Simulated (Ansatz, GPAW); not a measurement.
## Cutoff, mesh and smearing for a 6-layer slab of Ir(111)

Aim: the settings at which the work function of a 6-layer slab of Ir(111) stops moving.

Program: GPAW 26.7.0 and Ansatz 0.2.0. Level of theory: Ansatz plane waves; slab in vacuum with a dipole correction, relaxation, in the first sound run; inputs show where later runs differ. Results are calculated unless marked as measured.

## (1) The structure

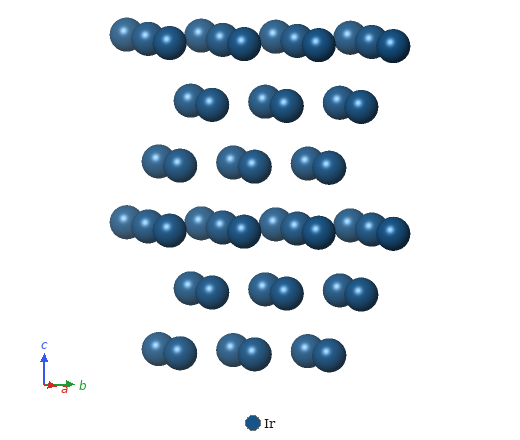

The cell as given, from the side, with the c axis up (iridium blue). 2×3×1 cells are drawn. Some periodic images of atoms are drawn too.

The cell holds 6 atoms: 6 Ir. Cell: a = 2.715 Å, b = 2.715 Å, c = 25.085 Å, α = 90.0°, β = 90.0°, γ = 60.0°. Vacuum lies along c.

## (2) Relaxation

The atoms are relaxed first, since the surface dipole, and with it the work function, follows the positions of the outer layers. The lowest 3 atoms are held at bulk positions and keep their forces.

The input, input.yaml:

```yaml
crystal:
  lattice:
    - [2.7152900398, 0.0, 0.0]
    - [1.3576450199, 2.3515101531, 0.0]
    - [0.0, 0.0, 25.0851251684]
  atoms:
    - { symbol: Ir, position: [0.3333333333, 0.3333333333, 0.2790498334] }
    - { symbol: Ir, position: [0.6666666667, 0.6666666667, 0.3674299001] }
    - { symbol: Ir, position: [0.0, 0.0, 0.4558099667] }
    - { symbol: Ir, position: [0.3333333333, 0.3333333333, 0.5441900333] }
    - { symbol: Ir, position: [0.6666666667, 0.6666666667, 0.6325700999] }
    - { symbol: Ir, position: [0.0, 0.0, 0.7209501666] }
kpoints:
  mp_grid: { grid: [13, 13, 1] }
hamiltonian:
  xc: pbe
scf:
  occupations: { method: fermi_dirac, width: 0.1 }
efield:
  axis: 3
  dipole_correction: true
  ramp_width: 0.05
relax:
  f_tol: 0.02
  max_steps: 60
  constraints: [{ sites: [0, 1, 2] }]
output:
  write_potential: true
  write_density: true
  volumetric_format: npy
```

Launch:

```
$ ansatz run input.yaml --threads 4 --pin off --max-ram 8192MiB --backend cpu --events-out ev --progress --plain --runs-dir out
```

Numbers of over 12 decimals in the logs are rounded to 6 here.

The program printed:

```text
Engine: ansatz 0.2.0, x86_64-unknown-linux-gnu
Pseudopotentials: kind: paw
Pseudopotential: Ir, paw, valence charge 17, recommended cutoff 420 eV (normal), Ir.paw.azcp
Functional definition: PBE
  parameter kappa = 0.804
  parameter beta = 0.066725
  exchange = pbe_x(kappa = kappa, mu = beta*pi^2/3)
  correlation = pbe_c(beta = beta)
Crystal: 6 atoms, lattice volume = 160.169 Å³
Basis set: ecut = 420 eV, 3149 PW (Γ), exchange–correlation on 40×40×360 points (8 copies of the dense FFT grid, shifted against one another)
Bands: 62, of which v1, the nominal top of the filled ones, is band 51 counted from 1 (50 counted from 0)
Symmetry: 6 space group operations
k-points: 21 of 169 (time reversal used)
Non-local potential: Ir, projectors of the file, l = 0: 3, l = 1: 2, l = 2: 2, l = 3: 1
PAW form: soft (Blöchl's): semilocal exchange-correlation on the pseudo side does not see the compensation charge
PAW one-centre angular grid: Ir, 590 points (default); XC on 64 Gauss nodes
Initial density: superposition of atomic densities (neutral atoms: chi_scale 0, normalization atom), corrected by the library's trained network
Initial wavefunctions: pseudopotential atomic-orbital guess
Functional: x = pbe(κ = 0.804, μ = 0.219515), c = pbe(β = 0.066725)
SCF iter   1: F=—  HF=-71610.177195 eV  |F-HF|=—  |Δ(HF+E_count)|=         —  Δρ=1.34e-2  dr2=5.04e0  ethr=1.77e-3  p=0.000 e·Å  D=2.79e-13 V/Å  ΔV_dip=-0.00 eV  dr2_dipole=7.16e-7  V_vac-E_F(+/−)=5.15/5.14 eV  ⟨swp⟩=7.7  Hψ=5607  notcnv=0  defer=9
efield: sawtooth ramp at fractional position 0.9750 (placed from the atoms, in the widest stretch of the axis that holds none; the zero of the levels goes with the place), width 0.0500; the density the first Hamiltonian is built on has a dipole p = 0.000 e·Å; the dipole correction subtracts the counter field D = 2.79e-13 V/Å, which shifts the + side's vacuum level by -0.00 eV against the − side's; the planar-averaged density in the ramp window peaks in size at 9.1e-5 e/Å³
preconditioner: auto → LDOS  [metal: Δε(μ)=0.011 eV  Ē_g=6.741 eV  σ=0.100 eV  W_gap=0.03  n_scr=20 (ndim 8)  ℏωp=21.6 eV  f_vac=0.423  D(μ)=6.59/eV (n_scr^D=50)  β→1.0]
SCF iter   2: F=—  HF=-71610.119731 eV  |F-HF|=—  |Δ(HF+E_count)|=   5.75e-2  Δρ=4.95e-3  dr2=2.61e-1  ethr=1.77e-3  p=-0.000 e·Å  D=-3.74e-5 V/Å  ΔV_dip=0.00 eV  dr2_dipole=2.19e-6  V_vac-E_F(+/−)=5.44/5.43 eV  ⟨swp⟩=1.9  Hψ=1539  notcnv=0  defer=13
SCF iter   3: F=—  HF=-71610.113410 eV  |F-HF|=—  |Δ(HF+E_count)|=   6.32e-3  Δρ=1.67e-3  dr2=1.57e-2  ethr=2.56e-4  p=-0.000 e·Å  D=-3.50e-7 V/Å  ΔV_dip=0.00 eV  dr2_dipole=6.87e-8  V_vac-E_F(+/−)=5.49/5.49 eV  ⟨swp⟩=2.0  Hψ=1365  notcnv=0  defer=18
SCF iter   4: F=—  HF=-71610.111779 eV  |F-HF|=—  |Δ(HF+E_count)|=   1.63e-3  Δρ=3.45e-4  dr2=1.19e-3  ethr=1.54e-5  p=-0.000 e·Å  D=-4.52e-6 V/Å  ΔV_dip=0.00 eV  dr2_dipole=2.76e-7  V_vac-E_F(+/−)=5.48/5.48 eV  ⟨swp⟩=2.0  Hψ=1911  notcnv=0  defer=18
SCF iter   5: F=—  HF=-71610.111767 eV  |F-HF|=—  |Δ(HF+E_count)|=   1.24e-5  Δρ=9.53e-5  dr2=2.86e-5  ethr=1.17e-6  p=0.000 e·Å  D=2.03e-6 V/Å  ΔV_dip=-0.00 eV  dr2_dipole=2.17e-9  V_vac-E_F(+/−)=5.49/5.49 eV  ⟨swp⟩=1.9  Hψ=1598  notcnv=0  defer=16
SCF iter   6: F=-71610.111768 eV  HF=-71610.111772 eV  |F-HF|=4.28e-6  |Δ(HF+E_count)|=   5.85e-6  Δρ=3.94e-5  dr2=5.69e-6  ethr=9.80e-9  p=-0.000 e·Å  D=-8.53e-7 V/Å  ΔV_dip=0.00 eV  dr2_dipole=4.56e-11  V_vac-E_F(+/−)=5.49/5.49 eV  ⟨swp⟩=14.3  Hψ=13673  notcnv=0
SCF 1 converged in 6 iterations: F = -71610.111768 eV  dr2 = 5.69e-6
  Residual-converged pass: ⟨swp⟩=1.0  Hψ=1386  notcnv=0  max |occ|·‖R‖ = 7.1e-9 eV (tolerance 1.0e-8 eV)  dr2=5.69e-6  dr2_onsite=8.13e-8  max |Δocc| = 5.8e-11
  greatest PAW one-centre occupation: 1.000 electrons in one spin orbital (limit 2), on the Ir atom at site 3 (counted from 0), in its partial waves of l = 0
relax step   1: F+E_penalty+E_count = -71610.11176814 eV  Δ(F+E_penalty+E_count) = +0.000e0 eV  max|allowed force component| = 3.469e-1 eV/Å  Δτ_max = 0.0000 Å  (6 SCF iters, dr2 threshold 1.00e-5 eV, accepted)
Initial density: handed on by an earlier stage of this run
Initial wavefunctions: those handed on with the density
iter 1 solved again at ethr=1.53e-4 eV; its pass at ethr=3.10e-3 eV (dr2=1.57e-1 eV) is discarded
SCF iter   1: F=—  HF=-71610.109776 eV  |F-HF|=—  |Δ(HF+E_count)|=         —  Δρ=8.58e-3  dr2=1.64e-1  ethr=1.53e-4  p=-0.000 e·Å  D=-5.69e-7 V/Å  ΔV_dip=0.00 eV  dr2_dipole=9.52e-2  V_vac-E_F(+/−)=5.50/5.50 eV  ⟨swp⟩=2.0  Hψ=5144  notcnv=0  defer=11
efield: sawtooth ramp at fractional position 0.9750 (handed on by an earlier solve), width 0.0500; the density the first Hamiltonian is built on has a dipole p = -0.000 e·Å; the dipole correction subtracts the counter field D = -5.69e-7 V/Å, which shifts the + side's vacuum level by +0.00 eV against the − side's; the planar-averaged density in the ramp window peaks in size at 4.3e-6 e/Å³
preconditioner: auto → LDOS  [metal: Δε(μ)=0.025 eV  Ē_g=6.695 eV  σ=0.100 eV  W_gap=0.06  n_scr=20 (ndim 8)  ℏωp=21.6 eV  f_vac=0.418  D(μ)=6.96/eV (n_scr^D=64)  β→1.0]
SCF iter   2: F=—  HF=-71610.108575 eV  |F-HF|=—  |Δ(HF+E_count)|=   1.20e-3  Δρ=1.96e-3  dr2=2.08e-2  ethr=1.53e-4  p=-0.001 e·Å  D=-5.91e-4 V/Å  ΔV_dip=0.01 eV  dr2_dipole=3.58e-3  V_vac-E_F(+/−)=5.49/5.48 eV  ⟨swp⟩=2.4  Hψ=2015  notcnv=0  defer=11
SCF iter   3: F=—  HF=-71610.110966 eV  |F-HF|=—  |Δ(HF+E_count)|=   2.39e-3  Δρ=2.17e-3  dr2=2.51e-2  ethr=2.04e-5  p=-0.000 e·Å  D=-4.37e-4 V/Å  ΔV_dip=0.01 eV  dr2_dipole=2.35e-3  V_vac-E_F(+/−)=5.49/5.48 eV  ⟨swp⟩=3.0  Hψ=2797  notcnv=0  defer=11
SCF iter   4: F=—  HF=-71610.105405 eV  |F-HF|=—  |Δ(HF+E_count)|=   5.56e-3  Δρ=6.01e-4  dr2=1.72e-3  ethr=2.04e-5  p=-0.000 e·Å  D=-3.21e-4 V/Å  ΔV_dip=0.01 eV  dr2_dipole=5.39e-4  V_vac-E_F(+/−)=5.49/5.48 eV  ⟨swp⟩=2.2  Hψ=1962  notcnv=0  defer=11
SCF iter   5: F=—  HF=-71610.105098 eV  |F-HF|=—  |Δ(HF+E_count)|=   3.06e-4  Δρ=1.44e-4  dr2=9.51e-5  ethr=1.68e-6  p=-0.000 e·Å  D=-1.94e-4 V/Å  ΔV_dip=0.00 eV  dr2_dipole=1.39e-5  V_vac-E_F(+/−)=5.49/5.48 eV  ⟨swp⟩=2.0  Hψ=1927  notcnv=0  defer=13
SCF iter   6: F=—  HF=-71610.105086 eV  |F-HF|=—  |Δ(HF+E_count)|=   1.30e-5  Δρ=4.91e-5  dr2=1.17e-5  ethr=9.33e-8  p=-0.000 e·Å  D=-7.50e-5 V/Å  ΔV_dip=0.00 eV  dr2_dipole=3.58e-7  V_vac-E_F(+/−)=5.48/5.48 eV  ⟨swp⟩=2.3  Hψ=2362  notcnv=0  defer=13
SCF iter   7: F=-71610.105084 eV  HF=-71610.105084 eV  |F-HF|=4.18e-9  |Δ(HF+E_count)|=   1.38e-6  Δρ=1.04e-5  dr2=1.81e-7  ethr=7.37e-9  p=-0.000 e·Å  D=-5.42e-5 V/Å  ΔV_dip=0.00 eV  dr2_dipole=7.16e-9  V_vac-E_F(+/−)=5.48/5.48 eV  ⟨swp⟩=13.5  Hψ=12133  notcnv=0
SCF 2 converged in 7 iterations: F = -71610.105084 eV  dr2 = 1.81e-7
  greatest PAW one-centre occupation: 1.000 electrons in one spin orbital (limit 2), on the Ir atom at site 1 (counted from 0), in its partial waves of l = 0
relax step   2: F+E_penalty+E_count = -71610.10508413 eV  Δ(F+E_penalty+E_count) = +6.684e-3 eV  max|allowed force component| = 4.383e-1 eV/Å  Δτ_max = 0.1405 Å  (7 SCF iters, dr2 threshold 7.52e-6 eV, rejected (line search))
SCF iter   1: F=—  HF=-71610.126572 eV  |F-HF|=—  |Δ(HF+E_count)|=         —  Δρ=5.31e-3  dr2=9.73e-2  ethr=5.89e-4  p=-0.000 e·Å  D=-5.44e-5 V/Å  ΔV_dip=0.00 eV  dr2_dipole=6.79e-2  V_vac-E_F(+/−)=5.48/5.48 eV  ⟨swp⟩=5.0  Hψ=3206  notcnv=0  defer=17
efield: sawtooth ramp at fractional position 0.9750 (handed on by an earlier solve), width 0.0500; the density the first Hamiltonian is built on has a dipole p = -0.000 e·Å; the dipole correction subtracts the counter field D = -5.44e-5 V/Å, which shifts the + side's vacuum level by +0.00 eV against the − side's; the planar-averaged density in the ramp window peaks in size at 4.8e-6 e/Å³
preconditioner: auto → LDOS  [metal: Δε(μ)=0.056 eV  Ē_g=6.735 eV  σ=0.100 eV  W_gap=0.14  n_scr=20 (ndim 8)  ℏωp=21.6 eV  f_vac=0.421  D(μ)=7.08/eV (n_scr^D=64)  β→1.0]
SCF iter   2: F=—  HF=-71610.125307 eV  |F-HF|=—  |Δ(HF+E_count)|=   1.26e-3  Δρ=1.07e-3  dr2=8.16e-3  ethr=9.54e-5  p=0.001 e·Å  D=8.47e-4 V/Å  ΔV_dip=-0.02 eV  dr2_dipole=2.35e-3  V_vac-E_F(+/−)=5.47/5.49 eV  ⟨swp⟩=1.9  Hψ=1875  notcnv=0  defer=17
SCF iter   3: F=—  HF=-71610.125931 eV  |F-HF|=—  |Δ(HF+E_count)|=   6.24e-4  Δρ=1.15e-3  dr2=7.31e-3  ethr=8.00e-6  p=0.000 e·Å  D=4.18e-4 V/Å  ΔV_dip=-0.01 eV  dr2_dipole=6.59e-4  V_vac-E_F(+/−)=5.48/5.49 eV  ⟨swp⟩=3.1  Hψ=2695  notcnv=0  defer=17
SCF iter   4: F=—  HF=-71610.124371 eV  |F-HF|=—  |Δ(HF+E_count)|=   1.56e-3  Δρ=3.93e-4  dr2=8.86e-4  ethr=7.17e-6  p=0.000 e·Å  D=3.28e-4 V/Å  ΔV_dip=-0.01 eV  dr2_dipole=3.12e-4  V_vac-E_F(+/−)=5.48/5.49 eV  ⟨swp⟩=2.1  Hψ=1849  notcnv=0  defer=17
SCF iter   5: F=—  HF=-71610.124233 eV  |F-HF|=—  |Δ(HF+E_count)|=   1.37e-4  Δρ=8.73e-5  dr2=4.61e-5  ethr=8.69e-7  p=0.000 e·Å  D=2.22e-4 V/Å  ΔV_dip=-0.01 eV  dr2_dipole=1.66e-5  V_vac-E_F(+/−)=5.48/5.49 eV  ⟨swp⟩=2.0  Hψ=1844  notcnv=0  defer=17
SCF iter   6: F=—  HF=-71610.124218 eV  |F-HF|=—  |Δ(HF+E_count)|=   1.50e-5  Δρ=2.66e-5  dr2=3.80e-6  ethr=4.52e-8  p=0.000 e·Å  D=1.35e-4 V/Å  ΔV_dip=-0.00 eV  dr2_dipole=5.69e-7  V_vac-E_F(+/−)=5.48/5.49 eV  ⟨swp⟩=2.3  Hψ=2144  notcnv=0  defer=17
SCF iter   7: F=—  HF=-71610.124218 eV  |F-HF|=—  |Δ(HF+E_count)|=   9.58e-8  Δρ=7.37e-6  dr2=1.01e-7  ethr=3.72e-9  p=0.000 e·Å  D=1.04e-4 V/Å  ΔV_dip=-0.00 eV  dr2_dipole=6.10e-9  V_vac-E_F(+/−)=5.49/5.49 eV  ⟨swp⟩=2.3  Hψ=2164  notcnv=0  defer=17
SCF iter   8: F=-71610.124218 eV  HF=-71610.124218 eV  |F-HF|=6.66e-9  |Δ(HF+E_count)|=   2.82e-8  Δρ=2.11e-6  dr2=1.33e-8  ethr=9.80e-11  p=0.000 e·Å  D=8.54e-5 V/Å  ΔV_dip=-0.00 eV  dr2_dipole=1.88e-10  V_vac-E_F(+/−)=5.49/5.49 eV  ⟨swp⟩=11.9  Hψ=10581  notcnv=0
SCF 3 converged in 8 iterations: F = -71610.124218 eV  dr2 = 1.33e-8
  greatest PAW one-centre occupation: 1.000 electrons in one spin orbital (limit 2), on the Ir atom at site 2 (counted from 0), in its partial waves of l = 0
relax step   3: F+E_penalty+E_count = -71610.12421820 eV  Δ(F+E_penalty+E_count) = -1.245e-2 eV  max|allowed force component| = 1.326e-2 eV/Å  Δτ_max = 0.0562 Å  (8 SCF iters, accepted)
NSCF: frozen V_eff on 21 k-points
the band table was solved once a step of the walk had ended and its energy, with any forces and stress, was formed, with the checks that follow a solve (6658 applications of the Hamiltonian). They found nothing against the state; the energy, forces and stress were not computed again (output.eigenvalues in the input reference)
WARN: The output density's exchange-correlation potential varies sharply where the density is thin. Do not read a vacuum level from v_tot or v_xc, or from such a field of the output density. On a cell that repeats whose density bears no net charge and no dipole along the vacuum's axis use v_es (v_loc + v_h of the components); under efield.dipole_correction with no amplitude use v_es + v_field, which holds any externa [...]
SCF converged after 8 iterations
Free energy (F): -71610.124218 eV
Harris-Foulkes:  -71610.124218 eV  (|F-HF|=6.66e-9)
Internal energy: -71609.893876 eV  (E = F + TS)
E sigma→0 (E₀):  -71610.009047 eV
Entropy (-TS):   -0.230342 eV (-38.390 meV/atom)
Fermi energy:    11.074963 eV
Dipole field:    D = 0.000106 V/Å  (p = 0.000094 e·Å, saw-weighted, corrected)
Work function:   Φ+ = 5.4863 eV   Φ− = 5.4890 eV
Levels:          The Fermi level and band energies are counted from a zero that moves with the ramp; work functions are not
--- Per-component energies (eV) ---
  E_band       = -1972.612124
  E_kinetic    = 3732.569429
  E_local      = -143654.279552  (includes V_loc(G=0)·N_el)
  E_nonlocal   = 436.881641
  E_hartree    = 70349.879881
  E_xc         = -1604.717349
  E_vxc        = -1796.304088  (∫ρ·V_xc dr)
  E_paw        = -55340.399414  (= ΣΔE_a)
  E_vpaw       = -1391.247330  (= ΣTr[D̂ρ^β])
  E_aug_tail   = 0.000331  (compensation charges beyond the density's cutoff)
  E_efield     = 0.000000  (sawtooth field / dipole correction)
  E_vefield    = -0.000243  (∫n·V_field dr)
  E_ewald      = 54470.171156
  E_smearing   = -0.230342  (= −TS)
  E_closure    = -0.000000  (closes the sum)
  Σ components = -71610.124218   (vs F -71610.124218, Δ=0.00e0)
--- Forces (eV/Å), atoms counted from 1 ---
  atom   1  Ir     0.00000000    -0.00000000     0.15232251
  atom   2  Ir    -0.00000000    -0.00000000    -0.28278960
  atom   3  Ir     0.00000000     0.00000000     0.10497816
  atom   4  Ir    -0.00000000    -0.00000000     0.01325783
  atom   5  Ir    -0.00000000     0.00000000     0.00558739
  atom   6  Ir     0.00000000     0.00000000     0.00660168
  max |Σ_I F_I| component: 4.20e-5 eV/Å
--- Band table (eV; the first three rows and the last of 21) ---
  k-point 0: bands = [... 47 lower, 9.8587, 9.8587, 9.8983, 9.8983, 10.2402, 10.2402, 10.7069, 10.8567, ... 7 higher]
  k-point 1: bands = [... 47 lower, 9.5262, 9.5782, 9.8578, 9.9520, 10.0862, 10.1574, 10.2870, 10.5516, ... 7 higher]
  k-point 2: bands = [... 47 lower, 8.9935, 9.2132, 9.3855, 9.5547, 9.8894, 10.0605, 10.3446, 10.8852, ... 7 higher]
  k-point 20: bands = [... 47 lower, 9.8446, 10.8433, 11.1049, 11.4518, 11.5713, 11.5928, 11.8406, 15.7185, ... 7 higher]
--- Relaxed structure (3 steps of the walk, 2 accepted, 0 SCFs on fresh bases) ---
  F+E_penalty+E_count = -71610.12421820 eV   max|allowed force component| = 1.326e-2 eV/Å
  atoms:
    - { symbol: Ir, position: [0.333333, 0.333333, 0.279050] }
    - { symbol: Ir, position: [0.666667, 0.666667, 0.3674299001] }
    - { symbol: Ir, position: [0.0, 0.0, 0.455810] }
    - { symbol: Ir, position: [0.333333, 0.333333, 0.545811] }
    - { symbol: Ir, position: [0.666667, 0.666667, 0.634810] }
    - { symbol: Ir, position: [1.7949477056165494e-18, 0, 0.722466] }
```

Elapsed: 8.7 s, on 4 threads of AMD EPYC 9R14 (Zen 4), shared host; peak memory 0.66 GiB; 33 s of CPU time.

The steps of the relaxation:

```tsv
step	energy less that of the first step (eV)	largest force component (eV/Å)
1	0.0000	0.3469
2	0.0067	0.4383
3	-0.0124	0.0133
```

Relaxation step 2 was tried and not accepted.

The run keeps the 6 symmetry operations that it works with, so distortions that break them were not tested.

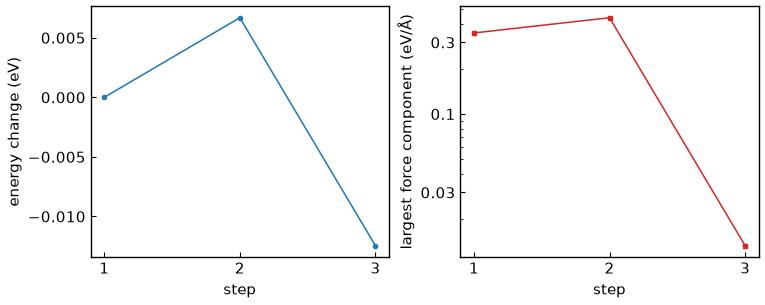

Energy and largest force along the relaxation.

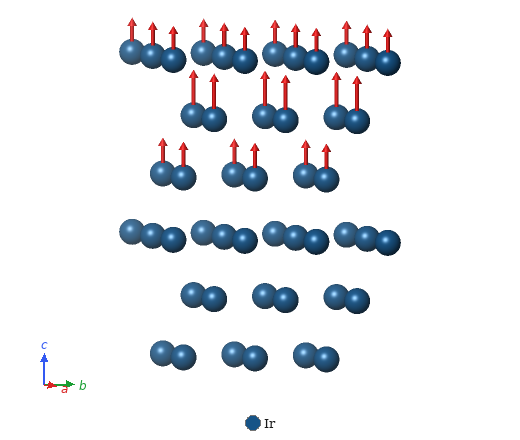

Displacements in the relaxation, exaggerated; the longest in the cell stands for 0.06 Å. 2×3×1 cells are drawn. Some periodic images of atoms are drawn too.

The atoms that moved most (Å):

```tsv
atom	dx	dy	dz	length
Ir5	0.000	0.000	0.056	0.056
Ir4	0.000	0.000	0.041	0.041
Ir6	0.000	0.000	0.038	0.038
```

Final coordinates:

```
Ir
1.0
     2.71529    0.00000    0.00000
     1.35765    2.35151    0.00000
     0.00000    0.00000   25.08513
Ir
6
Direct
  0.33333 0.33333 0.27905
  0.66667 0.66667 0.36743
  0.00000 0.00000 0.45581
  0.33333 0.33333 0.54581
  0.66667 0.66667 0.63481
  0.00000 0.00000 0.72247
```

This step gave:

| Property | Result |
| --- | --- |
| free energy | -71610.1242 eV |
| smearing term TS | 0.2303 eV |
| symmetry operations | 6 |
| upper work function | 5.486 eV |
| lower work function | 5.489 eV |
| dipole along the normal | 9.38e-5 e·Å |
| dipole field | 1.06e-4 V/Å |
| vacuum level above | 16.56 eV |
| vacuum level below | 16.56 eV |

The electrostatic potential energy of an electron (with the applied field's), less the Fermi level, planar mean oscillates, so the rows of the table below give means over windows of 2.23 Å about each position, cut where the curve ends. Its maxima inside the range that stand out by 2 % of the span (Å: eV): 8.1: -1.77, 10.3: -2.04, 12.5: -1.63, 14.8: -1.91, 17.0: -2.01. Its minima: 7.0: -24.3, 9.2: -24.9, 11.4: -24.9, 13.7: -24.8, 15.9: -24.9, 18.1: -24.4.

The electrostatic potential energy of an electron (with the applied field's), less the Fermi level, planar mean by z; means over each step:

```tsv
z (Å)	electrostatic potential energy of an electron (with the applied field's), less the Fermi level, planar mean (eV)
1.11	5.49
3.34	5.48
5.57	-0.0779
7.80	-13.3
10.03	-13.6
12.26	-13.1
14.49	-13.4
16.72	-13.7
18.95	-7.61
21.18	5.42
23.41	5.49
```

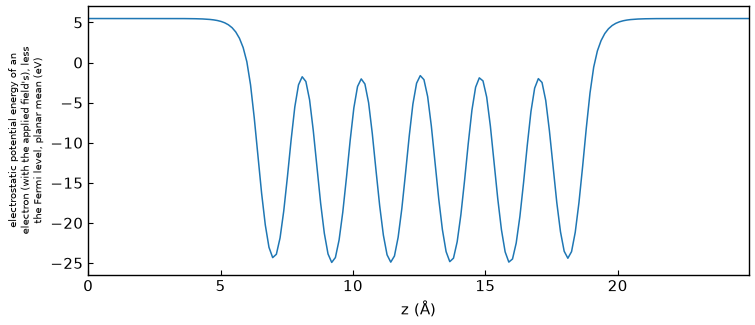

Electrostatic potential energy of an electron (with the applied field's), less the Fermi level, planar mean against z.

The valence density, planar mean oscillates, so the rows of the table below give means over windows of 2.23 Å about each position, cut where the curve ends. Its maxima inside the range that stand out by 2 % of the span (Å: e/Å³): 7.0: 2.21, 9.2: 2.22, 11.4: 2.22, 13.7: 2.21, 15.9: 2.22, 18.1: 2.21. Its minima: 8.1: 0.384, 10.3: 0.381, 12.5: 0.359, 14.8: 0.374, 17.0: 0.392.

The valence density, planar mean by z; means over each step:

```tsv
z (Å)	valence density, planar mean (e/Å³)
1.11	0
3.34	5.4e-4
5.57	0.310
7.80	1.20
10.03	1.20
12.26	1.17
14.49	1.19
16.72	1.22
18.95	0.861
21.18	0.00277
23.41	6.2e-6
```

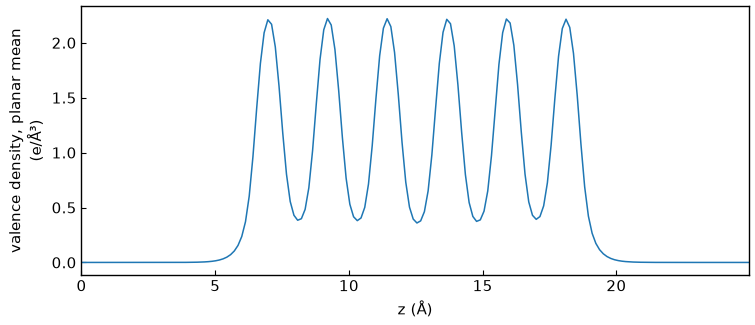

Valence density, planar mean against z.

The relaxation lowered the energy of the cell by 0.0125 eV.

[end of part 1 of 3]

[Logs are printed without paths, hosts, clocks, repeated set-up lines and the standing remarks that a program may print on its own settings, such as how far it seeks lower states.]

[Hosts, paths, dates, database ids (printed as entryN), source tags and the programs' standing remarks are cut or masked in the printed files.]
